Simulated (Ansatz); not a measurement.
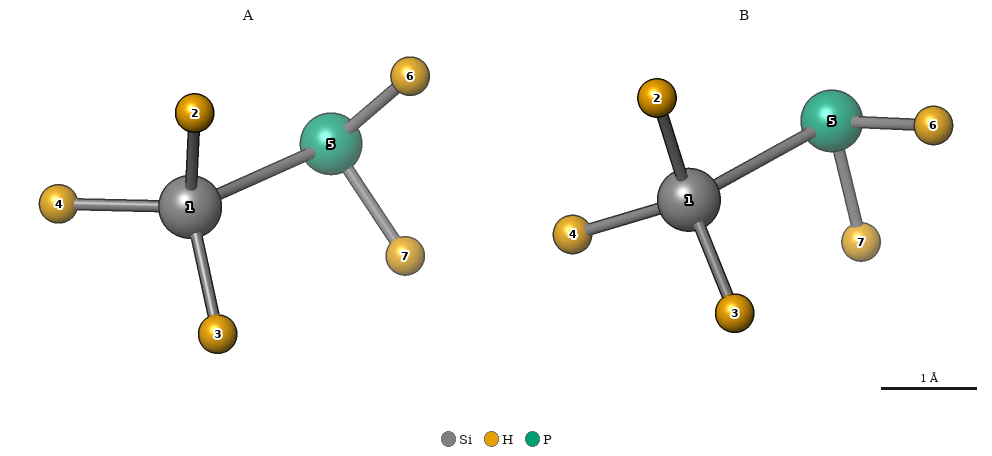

Two geometries of SiPH5, drawn at one scale. One is the start of a relaxation, the other its converged end. Style: ball-and-stick. Shown at a tilt.

These are results of RKS PBE0-D4/def2-TZVP (Ansatz), not measurements. Set-up: force threshold 0.005 eV/Å; at most 200 steps.

Which one is relaxed?

Answer. Structure B is the relaxed one. It is one of the separated products of a reaction. Over 9 accepted moves (10 points after the start) the energy falls by 0.068 eV. Largest force component: 0.5 eV/Å at the start, 0.0032 eV/Å at the end. The line search rejected the trial step at point 6 of the run. The largest moves after the best rigid fit, 0.63 Å, are those of H6 and H7. By element the largest moves are H 0.63 Å, P 0.30 Å, Si 0.11 Å. Among the contacts that change: Si1–H2 1.493 → 1.486 Å. Bond angles that change, for instance: H4–Si1–P5 111.0° → 108.1°, H2–Si1–H4 106.5° → 108.9°. Groups turn about Si1–P5 by about 50°.
